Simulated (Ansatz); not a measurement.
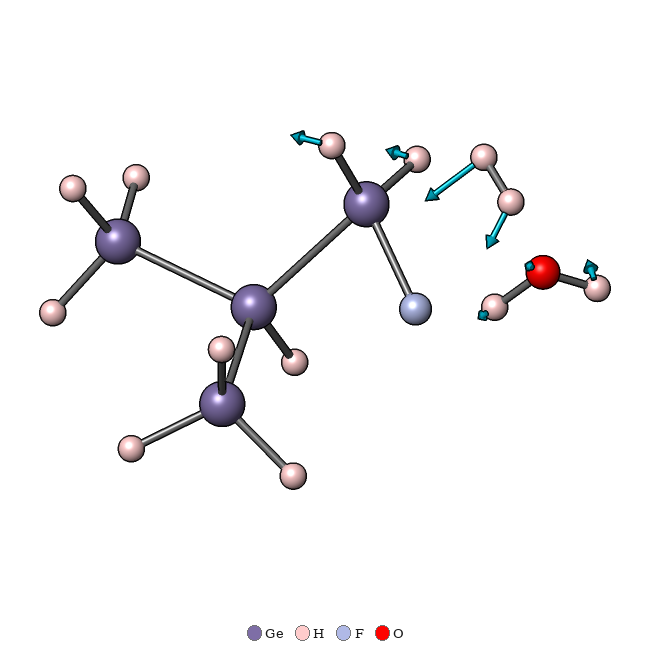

The arrows show one normal mode. Harmonic vibrations computed with RKS PBE0-D4/def2-SVP (Ansatz 0.2.0) at a stationary point of the same level. It is a saddle point of order 3.

Estimate its harmonic wavenumber.

314i cm⁻¹; it is mode 1 of 51 counted from the lowest.
